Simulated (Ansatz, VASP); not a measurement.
# HfB2 in two plane-wave programs

One calculation is typed for both programs; each brings its own data sets and cutoff. How far apart do they land? The cell comes out of the VASP series on this material, whose earlier steps may have relaxed, scaled or displaced it; both programs get it as it stands.

Calculated with Ansatz 0.2.0; plane waves, with VASP 6.6.1 beside it; relaxation of cell and atoms at LDA.

## 1. Set-up

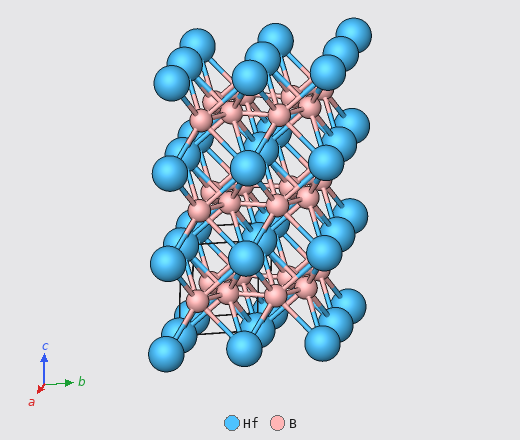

The cell as given, slightly off an axis (hafnium blue, boron pink). 2×2×3 cells are drawn. Some periodic images of atoms are drawn too.

## 2. Ansatz: relaxation of cell and atoms, LDA

Ansatz runs on its default PAW (the set named soft_2) files.

The relaxed volume is the usual yardstick between codes: its relative difference is about their pressure difference at one cell divided by the bulk modulus.

Input file input.yaml:

```yaml
crystal:
  lattice:
    - [3.1021558914, 0.0, 0.0]
    - [-1.5510779457, 2.6865458085, 0.0]
    - [0.0, 0.0, 3.432966281]
  atoms:
    - { symbol: Hf, position: [0.0, 0.0, 0.0] }
    - { symbol: B, position: [0.6666666667, 0.3333333333, 0.5] }
    - { symbol: B, position: [0.3333333333, 0.6666666667, 0.5] }
hamiltonian:
  xc: lda
  pseudopotentials: { kind: paw }
kpoints:
  mp_grid: { grid: [10, 10, 8] }
scf:
  occupations: { method: methfessel_paxton, width: 0.1 }
relax:
  f_tol: 0.01
  max_steps: 60
  cell: { stress_tol: 0.05 }
output:
  forces: true
  stress: true
  write_density: true
  write_potential: true
  elf: true
  volumetric_format: npy
```

Command:

```
$ ansatz run input.yaml --threads 4 --pin off --max-ram 9216MiB --backend cpu --events-out ev --progress --plain --runs-dir out
```

Numbers of over 12 decimals in the logs are rounded to 6 here.

What it wrote:

```text
Engine: ansatz 0.2.0, aarch64-unknown-linux-gnu
Pseudopotentials: kind: paw
Pseudopotential: Hf, paw, valence charge 26, recommended cutoff 420 eV (normal), Hf.paw.azcp
Pseudopotential: B, paw, valence charge 3, recommended cutoff 420 eV (normal), B.paw.azcp
Functional definition: SPW92
  exchange = slater_x
  correlation = pw_c
Crystal: 3 atoms, lattice volume = 28.611 Å³
Basis set: ecut = 420 eV, 563 PW (Γ)
Bands: 20, of which v1, the nominal top of the filled ones, is band 16 counted from 1 (15 counted from 0)
Symmetry: 24 space group operations
Space group: P6/mmm (ITA 191), of the structure as read, at distance tolerance 3.1e-5 Å
k-points: 70 of 800
Non-local potential: Hf, projectors of the file, l = 0: 3, l = 1: 2, l = 2: 2, l = 3: 3
Non-local potential: B, projectors of the file, l = 0: 2, l = 1: 2, l = 2: 1
PAW form: soft (Blöchl's): semilocal exchange-correlation on the pseudo side does not see the compensation charge
PAW frozen core: Hf, regenerated for the run's functional, and the local potential with it (the file was generated under x = pbe(κ = 0.804, μ = 0.219515), c = pbe(β = 0.066725))
PAW frozen core: B, regenerated for the run's functional, and the local potential with it (the file was generated under x = pbe(κ = 0.804, μ = 0.219515), c = pbe(β = 0.066725))
PAW one-centre angular grid: Hf, 590 points (default); XC on 64 Gauss nodes
PAW one-centre angular grid: B, 110 points (default); XC on 64 Gauss nodes
Initial density: superposition of atomic densities (neutral atoms: chi_scale 0, normalization atom), corrected by the library's trained network
Initial wavefunctions: pseudopotential atomic-orbital guess
Functional: x = slater, c = lda
SCF iter   1: F=—  HF=-15779.695341 eV  |F-HF|=—  |Δ(HF+E_count)|=         —  Δρ=5.66e-3  dr2=9.39e-3  ethr=1.77e-3  ⟨swp⟩=4.2  Hψ=5445  notcnv=0
preconditioner: auto → none  [insulator: Δε(μ)=0.292 eV  Ē_g=17.574 eV  σ=0.100 eV  W_gap=0.72  n_scr=8 (ndim 8)  ℏωp=38.0 eV  f_vac=0.000  D(μ)=0.57/eV (n_scr^D=2)  ε∞_Penn≈5.7]
SCF iter   2: F=—  HF=-15779.692830 eV  |F-HF|=—  |Δ(HF+E_count)|=   2.51e-3  S|Δr|=    0.00e0  Δρ=2.79e-3  dr2=1.49e-3  ethr=2.93e-5  ⟨swp⟩=2.2  Hψ=2344  notcnv=0
SCF iter   3: F=—  HF=-15779.692338 eV  |F-HF|=—  |Δ(HF+E_count)|=   4.93e-4  S|Δr|=    0.00e0  Δρ=1.44e-3  dr2=2.28e-4  ethr=4.65e-6  ⟨swp⟩=2.0  Hψ=2330  notcnv=0
SCF iter   4: F=—  HF=-15779.692264 eV  |F-HF|=—  |Δ(HF+E_count)|=   7.38e-5  S|Δr|=    0.00e0  Δρ=4.57e-4  dr2=2.61e-5  ethr=7.12e-7  ⟨swp⟩=2.0  Hψ=2011  notcnv=0
SCF iter   5: F=—  HF=-15779.692249 eV  |F-HF|=—  |Δ(HF+E_count)|=   1.52e-5  S|Δr|=    0.00e0  Δρ=6.89e-5  dr2=4.32e-7  ethr=8.14e-8  ⟨swp⟩=2.0  Hψ=2431  notcnv=0
SCF iter   6: F=-15779.692248 eV  HF=-15779.692248 eV  |F-HF|=6.77e-9  |Δ(HF+E_count)|=   2.30e-7  S|Δr|=    0.00e0  Δρ=6.53e-6  dr2=6.51e-9  ethr=3.13e-10  ⟨swp⟩=7.8  Hψ=8638  notcnv=0
SCF 1 converged in 6 iterations: F = -15779.692248 eV  dr2 = 6.51e-9
  greatest PAW one-centre occupation: 0.998 electrons in one spin orbital (limit 2), on the Hf atom at site 0 (counted from 0), in its partial waves of l = 3
relax step   1: F+E_penalty+E_count = -15779.69224843 eV  Δ(F+E_penalty+E_count) = +0.000e0 eV  max|allowed force component| = 1.665e-16 eV/Å  Δτ_max = 0.0000 Å  P = -0.587 GPa  Ω = 28.611 Å³  (6 SCF iters, dr2 threshold 1.00e-7 eV, accepted)
[...]
relax step   2: F+E_penalty+E_count = -15779.69245905 eV  Δ(F+E_penalty+E_count) = -2.106e-4 eV  max|allowed force component| = 3.454e-16 eV/Å  Δτ_max = 0.0000 Å  P = +0.258 GPa  Ω = 28.517 Å³  energy of the carried Pulay correction = +1.067e-4 eV  (4 SCF iters, dr2 threshold 3.00e-7 eV, accepted)
[...]
relax step   3: F+E_penalty+E_count = -15779.69249232 eV  Δ(F+E_penalty+E_count) = -3.327e-5 eV  max|allowed force component| = 4.194e-16 eV/Å  Δτ_max = 0.0000 Å  P = +0.008 GPa  Ω = 28.546 Å³  energy of the carried Pulay correction = +7.610e-5 eV  (3 SCF iters, dr2 threshold 3.00e-7 eV, accepted)
[...]
relax step   4: F+E_penalty+E_count = -15779.69241724 eV  Δ(F+E_penalty+E_count) = +7.508e-5 eV  max|allowed force component| = 4.256e-16 eV/Å  Δτ_max = 0.0000 Å  P = +0.004 GPa  Ω = 28.546 Å³  stress off target by 9.90e-3 GPa  SCF on the basis re-selected at this cell (its energy is not comparable with the rows above)  (6 SCF iters)
basis re-selected at this cell: Δ(F+E_penalty+E_count) = +7.508e-5 eV, ΔP = -0.004 GPa vs the last step (what re-selecting the basis moved, of the pressure what is left beyond the Pulay correction that the steps carried, after the strain that the cell walked since its last selection, with what the two solves' SCF thresholds leave and, on support functions, any second-order correction that the steps lacked; it is no m [...]
SCF converged after 6 iterations
Stability not checked: this state was not tested for a lower state beside it, because cold or Methfessel-Paxton smearing, or corrected tetrahedra, fill the levels in a way that the test cannot read (fill_not_monotonic; see scf.lower_state_search)
Free energy (F): -15779.692417 eV
Harris-Foulkes:  -15779.692417 eV  (|F-HF|=0.00e0)
Internal energy: -15779.691912 eV  (E = F + TS)
E sigma→0 (E₀):  -15779.692291 eV
Entropy (-TS):   -0.000505 eV (-0.168 meV/atom)
Fermi energy:    20.867056 eV
--- Per-component energies (eV) ---
  E_band       = 147.569701
  E_kinetic    = 530.756379
  E_local      = -5187.270949  (includes V_loc(G=0)·N_el)
  E_nonlocal   = -1208.645561
  E_hartree    = 2477.675330
  E_xc         = -365.690056
  E_vxc        = -348.238262  (∫ρ·V_xc dr)
  E_paw        = -6832.320650  (= ΣΔE_a)
  E_vpaw       = 1405.617442  (= ΣTr[D̂ρ^β])
  E_aug_tail   = -0.000008  (compensation charges beyond the density's cutoff)
  E_ewald      = -5196.745308
  E_core_change = 2.548911  (= ΣΔE_core)
  E_smearing   = -0.000505  (= −TS)
  E_closure    = -0.000000  (closes the sum)
  Σ components = -15779.692417   (vs F -15779.692417, Δ=0.00e0)
--- Forces (eV/Å), atoms counted from 1 ---
  atom   1  Hf     0.00000000     0.00000000     0.00000000
  atom   2  B      0.00000000     0.00000000     0.00000000
  atom   3  B     -0.00000000    -0.00000000     0.00000000
  max |Σ_I F_I| component: 3.70e-17 eV/Å
--- Stress (GPa, compression-positive) ---
        0.009904      -0.000000      -0.000000
        0.000000       0.009904      -0.000000
       -0.000000      -0.000000      -0.007983
  P = ⅓ Tr σ = 0.0039 GPa (0.039 kbar)
--- Band table (eV; the first three rows and the last of 70) ---
  k-point 0: bands = [... 12 lower, 17.9165, 18.0195, 18.0195, 18.4086, 25.1320, 25.1320, 25.8260, 25.8260]
  k-point 1: bands = [... 12 lower, 16.5481, 18.1873, 18.1873, 19.6955, 23.7544, 23.7544, 25.2870, 25.2870]
  k-point 2: bands = [... 12 lower, 14.9070, 18.6729, 18.6729, 21.1937, 22.4081, 22.4081, 24.0464, 24.0464]
  k-point 69: bands = [... 12 lower, 12.4183, 15.5832, 17.7858, 17.8254, 25.7152, 26.8212, 27.8733, 28.2740]
--- Relaxed structure (3 steps of the walk, 3 accepted, 1 SCFs on fresh bases) ---
  F+E_penalty+E_count = -15779.69241724 eV   max|allowed force component| = 4.256e-16 eV/Å   (the final SCF, on the basis selected at the relaxed cell)
  cell:  # Å, volume = 28.5458 Å³
    - [3.101382, 0.0, 0.0]
    - [-1.550691, 2.685876, 0.0]
    - [0.0, 0.0, 3.426893]
  atoms:
    - { symbol: Hf, position: [0, 0, 0.0] }
    - { symbol: B, position: [0.666667, 0.333333, 0.5] }
    - { symbol: B, position: [0.333333, 0.666667, 0.5] }
```

It took 2.2 s on 4 threads of Arm Neoverse V2, shared host; peak memory 0.35 GiB.

## 3. VASP: relaxation of cell and atoms, LDA

The same cell, functional (in two slightly different forms), mesh and smearing now go to VASP, with its own data sets and cutoff.

Lines of VASP's logs that name or quote its potential files are left out, and so is its time.

Input file INCAR:

```
SYSTEM = HfB2
PREC = Accurate
ENCUT = 450
EDIFF = 1E-06
NELM = 100
ISMEAR = 1
SIGMA = 0.1
LREAL = .FALSE.
ALGO = Normal
GGA = CA
NBANDS = 14
LORBIT = 11
LWAVE = .FALSE.
LCHARG = .FALSE.
KPAR = 2
IBRION = 2
NSW = 50
ISIF = 3
EDIFFG = -0.01
```

Input file POSCAR:

```
HfB2
1.0
    3.1021558914      0.0000000000      0.0000000000
   -1.5510779457      2.6865458085      0.0000000000
    0.0000000000      0.0000000000      3.4329662810
Hf B
1 2
Direct
    0.0000000000      0.0000000000      0.0000000000
    0.6666666667      0.3333333333      0.5000000000
    0.3333333333      0.6666666667      0.5000000000
```

Input file KPOINTS:

```
Automatic mesh
0
Gamma
10 10 8
0 0 0
```

PAW data sets: Hf_pv and B (LDA family, release 64).

Command:

```
$ mpirun -np 2 vasp_std
```

What it wrote:

```text
[banner, memory and clock lines left out]
running    2 mpi-ranks, on    1 nodes
 distrk:  each k-point on    1 cores,    2 groups
 distr:  one band on    1 cores,    1 groups

 POSCAR found type information on POSCAR HfB
 POSCAR found :  2 types and       3 ions
 LDA part: xc-table for (Slater(with rela. corr.)+CA(PZ))
 , standard interpolation
 POSCAR, INCAR and KPOINTS ok, starting setup
 FFT: planning ... GRIDC
 FFT: planning ... GRID_SOFT
 FFT: planning ... GRID
 WAVECAR not read
 entering main loop
       N       E                     dE             d eps       ncg     rms          rms(c)
DAV:   1     0.217836135262E+02    0.21784E+02   -0.74529E+03  1968   0.974E+02
DAV:   2    -0.301087734648E+02   -0.51892E+02   -0.48789E+02  2542   0.213E+02
DAV:   3    -0.314745132048E+02   -0.13657E+01   -0.13590E+01  2608   0.261E+01
DAV:   4    -0.314804452666E+02   -0.59321E-02   -0.59313E-02  2260   0.206E+00
DAV:   5    -0.314804848002E+02   -0.39534E-04   -0.39532E-04  2632   0.142E-01    0.566E+01
DAV:   6    -0.290719561846E+02    0.24085E+01   -0.37543E+00  2326   0.134E+01    0.414E+01
DAV:   7    -0.290235517060E+02    0.48404E-01   -0.12017E+00  2434   0.765E+00    0.122E+01
DAV:   8    -0.289547376692E+02    0.68814E-01   -0.32126E-01  2308   0.418E+00    0.181E+00
DAV:   9    -0.289496106738E+02    0.51270E-02   -0.25961E-02  2320   0.127E+00    0.461E-01
DAV:  10    -0.289494007881E+02    0.20989E-03   -0.94183E-04  2368   0.258E-01    0.288E-01
DAV:  11    -0.289494043619E+02   -0.35739E-05   -0.67401E-05  2470   0.620E-02    0.120E-01
DAV:  12    -0.289494021826E+02    0.21794E-05   -0.43676E-06  2296   0.160E-02    0.217E-02
DAV:  13    -0.289494021754E+02    0.71373E-08   -0.23930E-07  1100   0.404E-03
   1 F= -.28949402E+02 E0= -.28949233E+02  d E =-.289494E+02
 curvature:   0.00 expect dE= 0.000E+00 dE for cont linesearch  0.000E+00
 trial: gam= 0.00000 g(F)=  0.153E-48 g(S)=  0.113E-04 ort = 0.000E+00 (trialstep = 0.100E+01)
 search vector abs. value=  0.113E-04
 reached required accuracy - stopping structural energy minimisation
```

Parts of OUTCAR (step 3):

```text
ion  position               nearest neighbor table
   1  0.000  0.000  0.000-   2 2.48   3 2.48   2 2.48   3 2.48   2 2.48   2 2.48   3 2.48   3 2.48
                             2 2.48   2 2.48   3 2.48   3 2.48
   2  0.667  0.333  0.500-   3 1.79   3 1.79   3 1.79   1 2.48   1 2.48   1 2.48   1 2.48   1 2.48
                             1 2.48
   3  0.333  0.667  0.500-   2 1.79   2 1.79   2 1.79   1 2.48   1 2.48   1 2.48   1 2.48   1 2.48
                             1 2.48

  LATTYP: Found a hexagonal cell.
 ALAT       =     3.1021558914
 C/A-ratio  =     1.1066388670

 Subroutine GETGRP returns: Found 24 space group operations
 (whereof 24 operations were pure point group operations)

The static configuration has the point symmetry D_6h.

 Found     70 irreducible k-points:

   k-points           NKPTS =     70   k-points in BZ     NKDIM =     70   number of bands    NBANDS=     14

   dimension x,y,z NGX =    24 NGY =   24 NGZ =   24
   dimension x,y,z NGXF=    48 NGYF=   48 NGZF=   48

   ENCUT  =  450.0 eV  33.07 Ry    5.75 a.u.   5.37  5.37  5.94*2*pi/ulx,y,z

   NELECT =      16.0000    total number of electrons

 k-points in reciprocal lattice and weights: Automatic mesh
   0.00000000  0.00000000  0.00000000       0.001
   0.10000000  0.00000000  0.00000000       0.007
   0.20000000  0.00000000  0.00000000       0.007
   0.30000000  0.00000000  0.00000000       0.007
   0.40000000  0.00000000  0.00000000       0.007
   0.50000000  0.00000000  0.00000000       0.004
   0.10000000  0.10000000  0.00000000       0.007
   0.20000000  0.10000000  0.00000000       0.015
   0.30000000  0.10000000  0.00000000       0.015
[...]
0.40000000  0.20000000  0.50000000       0.007
   0.30000000  0.30000000  0.50000000       0.007

 average (electrostatic) potential at core
       1 -34.1003       2 -29.8078       3 -29.8078

 E-fermi :   7.7955

 k-point     1 :       0.0000    0.0000    0.0000
  band No.  band energies     occupation
    ...
      4      -5.8057      2.00000
      5       4.8685      2.00000
      6       4.9914      2.00000
      7       4.9914      2.00000
      8       5.3062      2.00000
      9      12.0949      0.00000
     10      12.0949      0.00000
     11      12.7762      0.00000
     12      12.7762      0.00000
     13      13.1597      0.00000
    ...

 k-point     2 :       0.1000    0.0000    0.0000
  band No.  band energies     occupation
    ...
      4      -5.5818      2.00000
      5       4.4190      2.00000
      6       4.9913      2.00000
      7       5.0891      2.00000
      8       5.0925      2.00000
      9      11.4004      0.00000
     10      11.9401      0.00000
     11      11.9696      0.00000
     12      12.3737      0.00000
     13      13.8665      0.00000
    ...

 k-point     3 :       0.2000    0.0000    0.0000
  band No.  band energies     occupation
    ...
      4      -4.9491      2.00000
      5       3.1334      2.00000
      6       4.6204      2.00000
      7       4.9350      2.00000
      8       5.5324      2.00000
      9      10.2631      0.00000
     10      11.5671      0.00000
     11      11.7902      0.00000
     12      12.3111      0.00000
     13      14.3342      0.00000
    ...

  Total        0.0167397      0.0167397      0.0120090      0.0000000     -0.0000000      0.0000000
  in kB        0.9374140      0.9374140      0.6724963      0.0000000     -0.0000000      0.0000000
  external PRESSURE =       0.8491081 kB  Pullay stress =       0.0000000 kB

  energy-cutoff  :      450.00
  volume of cell :       28.61
      direct lattice vectors                 reciprocal lattice vectors
     3.102155891  0.000000000  0.000000000     0.322356463  0.186112591  0.000000000
    -1.551077946  2.686545809  0.000000000     0.000000000  0.372225181  0.000000000
     0.000000000  0.000000000  3.432966281     0.000000000  0.000000000  0.291293278

 POSITION                                       TOTAL-FORCE (eV/Angst)
 -----------------------------------------------------------------------------------
      0.00000      0.00000      0.00000        -0.000000      0.000000     -0.000000
      1.55108      0.89552      1.71648        -0.000000      0.000000      0.000000
     -0.00000      1.79103      1.71648         0.000000     -0.000000     -0.000000
 -----------------------------------------------------------------------------------
    total drift:                               -0.000000      0.000000      0.000000

  FREE ENERGIE OF THE ION-ELECTRON SYSTEM (eV)
  ---------------------------------------------------
  free  energy   TOTEN  =       -28.9494021754 eV

  energy  without entropy=      -28.9488940353  energy(sigma->0) =      -28.94923280

 reached required accuracy - stopping structural energy minimisation

 total charge
# of ion       s       p       d       tot
------------------------------------------
    1        0.311   6.633   1.933   8.876
    2        0.669   1.319   0.000   1.987
    3        0.669   1.319   0.000   1.987
--------------------------------------------------
tot          1.648   9.270   1.933  12.850

[... 3 further parts left out ...]
```

CONTCAR:

```
HfB2
   1.00000000000000
     3.1021558913999998    0.0000000000000000    0.0000000000000000
    -1.5510779456999999    2.6865458085000000    0.0000000000000000
     0.0000000000000000    0.0000000000000000    3.4329662810000001
  Hf              B
     1     2
Direct
     0.0000000000000000    0.0000000000000000    0.0000000000000000
     0.6666666667000030    0.3333333332999970    0.5000000000000000
     0.3333333332999970    0.6666666667000030    0.5000000000000000
```

## 4. Differences

Known differences besides the PAW data sets themselves: the two LDA forms differ slightly; both relaxations stop at a tolerance, which leaves soft axes loose, and VASP keeps its plane-wave basis; the data sets hold 32 valence electrons in Ansatz (default PAW (the set named soft_2) files) and 16 in VASP; the cutoff is 420 eV in Ansatz and 450 eV in VASP; Ansatz makes its cores anew for this functional, VASP keeps those of its LDA data sets; Ansatz adds a Pulay correction to the stress that steers its cell, VASP none. Total energies have different zeros and are not compared.

Compared:

```tsv
quantity	Ansatz	VASP	difference
volume (Å³)	28.55	28.61	-0.23 %
edge a after relaxation, in the typed setting (Å)	3.101	3.102	-0.03 %
edge c after relaxation, in the typed setting (Å)	3.427	3.433	-0.18 %
```

The walks stopped with 0.00 GPa left in Ansatz and 0.08 GPa in VASP; each walk ends within a tolerance, so the volume difference is uncertain by about these residues over the bulk modulus, most in soft cells.

## 5. Outcome

- difference in volume (relaxation of cell and atoms, LDA): -0.23 %

The difference in volume is -0.23 % (relaxation of cell and atoms, LDA), within the 1.2 % picked in this series as the mark of a large difference, as far as the stopping tolerances let one tell. How closely two codes agree says nothing of how well the functional describes the real material.

[Lines on the potential files, build, host, timing and source positions are cut from VASP's logs without a mark.]

[Logs are printed without paths, hosts, clocks, repeated set-up lines and the standing remarks that a program may print on its own settings, such as how far it seeks lower states.]

[Hosts, paths, dates, database ids (printed as entryN), source tags and the programs' standing remarks are cut or masked in the printed files.]
